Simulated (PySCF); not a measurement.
## Electronic structure of C4H10BNSi2 in real space

Input file:

```
{"job": {"kind": "nmr", "xc": "PBE0", "basis": "pcSseg-1"}, "charge": 0, "multiplicity": 1}
B     -3.457441    -0.559151     0.293924
C     -2.042497    -0.107388    -0.122810
C     -1.019909     0.090988     0.745031
Si     0.525423     0.692700    -0.158482
N      1.877713    -0.358588     0.101399
Si     3.501786    -0.151489    -0.465721
C     -0.424296     0.546200    -1.781781
C     -1.674840     0.150696    -1.526997
H     -4.308302    -0.674094    -0.502116
H     -3.683988    -0.789216     1.418732
H     -1.153523    -0.054736     1.804210
H      0.934825     2.058055     0.170075
H      1.633782    -1.303753     0.351244
H      4.299962    -1.133711     0.268516
H      3.620375    -0.381002    -1.910828
H      3.873610     1.225229    -0.151927
H     -0.084244     0.752882    -2.783757
H     -2.427195     0.002696    -2.289889
```

Launched as:

```sh
OMP_NUM_THREADS=1 python probes_run.py task.json out
```

Geometry: GFN2-xTB.

Method: PBE0/pcSseg-1, SCF density, gas phase, non-relativistic (PySCF 2.14.0).

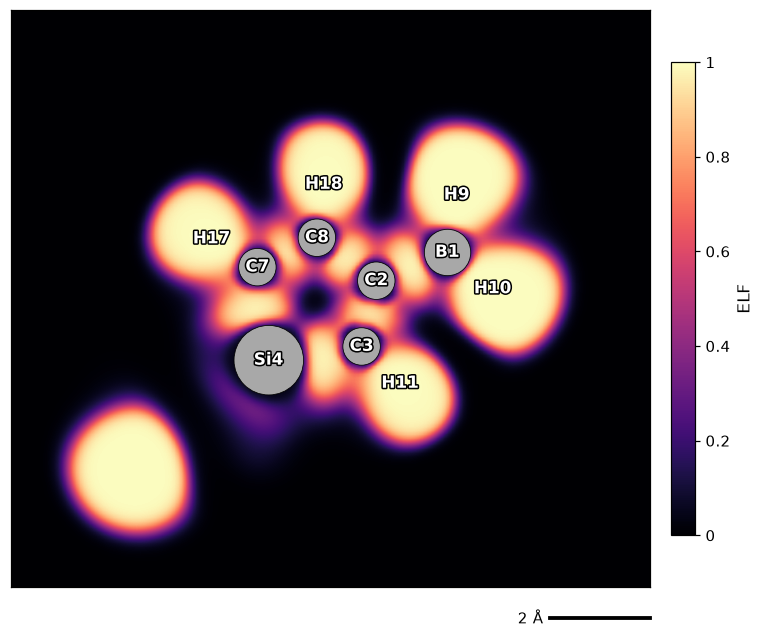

Figure 1. Electron localisation function on the plane of atoms C2, C8 and H18. Grey discs cover the atomic cores.

Question: Interpret the plot.

Answer: The plane passes through B, C, Si and H nuclei. C–C (1.34 Å): the ELF peaks at about 0.95 between the atoms: a multiple bond. C–B (1.54 Å): the ELF peaks at about 1 between the atoms, as expected for a shared electron pair. C–Si (1.89 Å): the ELF peaks at about 0.95 between the atoms: a covalent bond. C–C (1.47 Å): the ELF peaks at about 0.95 between the atoms; localised, covalent bonding. C–H (1.08 Å): the ELF climbs to about 1 towards the hydrogen, as it does in any bond to H: an ordinary covalent bond to hydrogen.

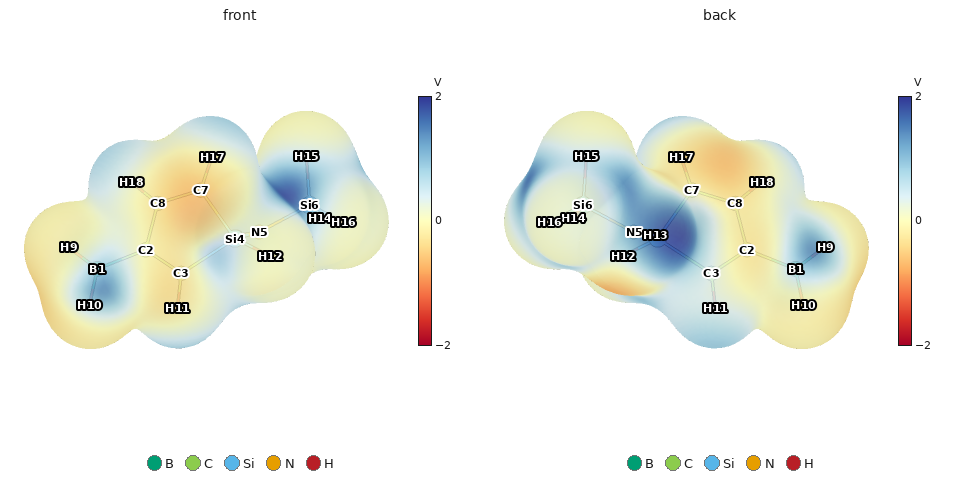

Figure 2. The electrostatic potential painted on the density surface at 0.002 e/bohr³, seen from the front and from behind; the colour scale runs from red (negative) to blue (positive).

Question: Which sites attract a positive test charge, and which a negative one?

Answer: A positive charge is drawn to the negative regions and a negative charge to the positive ones. The most negative region (about −0.7 V) lies over N5, C7 and C8, the most positive (about +1.8 V) over Si4, Si6 and H13.

Question: How polar is the molecule by this calculation?

Answer: Its dipole moment is 1.23 D.
